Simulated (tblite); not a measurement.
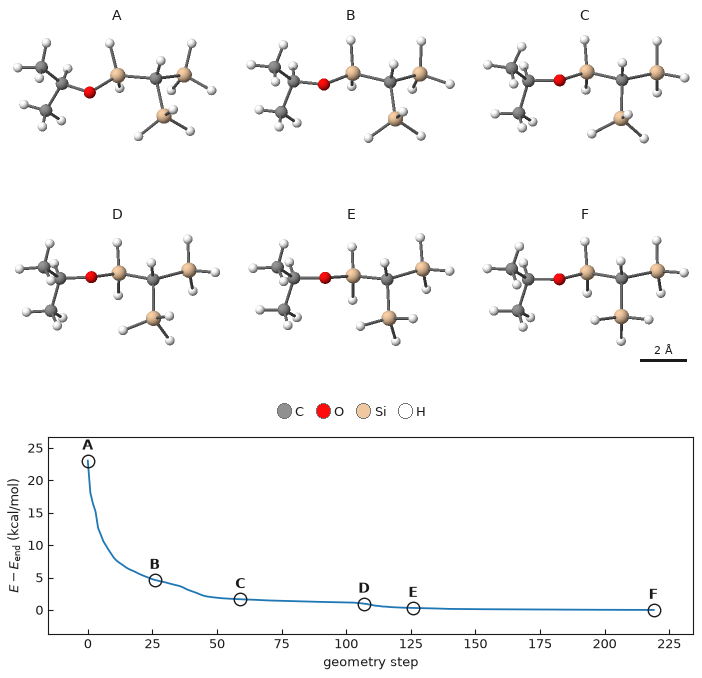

Frames of a relaxation of C₄H₁₆OSi₃, marked on the history of the run. A ball-and-stick model, seen from a free direction.

These are results of GFN2-xTB geometry optimisation, gas phase (tblite 0.8.0), not measurements. 

### Describe the path.

After 219 geometry steps the energy has fallen by 23.0 kcal/mol. An H atom moves most after the best rigid fit: 1.75 Å. Largest moves by element: H 1.75 Å, O 0.69 Å, Si 0.53 Å, C 0.26 Å. Some distances before and after: O–Si 1.713 → 1.615 Å, C–H 1.141 → 1.087 Å, C–Si 1.838 → 1.889 Å, C–Si 1.860 → 1.901 Å. Bond angles that change, for instance: C–O–Si 106.2° → 129.0°, O–Si–C 114.6° → 102.8°, Si–C–Si 105.2° → 113.5°. Groups turn about C–Si by about 65°, C–O by about 25°, C–Si by about 25°. Cost: 2 s on 1 thread of Intel(R) Xeon(R) 6975P-C, with other jobs on the host. From step 0 to 26: the O atom moves most (0.44 Å), energy −18.4 kcal/mol. From step 26 to 59: H atoms move most (0.59 Å), energy −2.97 kcal/mol. From step 59 to 107: an H atom moves most (0.46 Å), energy −0.70 kcal/mol. From step 107 to 126: H atoms move most (0.51 Å), energy −0.65 kcal/mol. From step 126 to 219: an H atom moves most (0.40 Å), energy −0.30 kcal/mol.
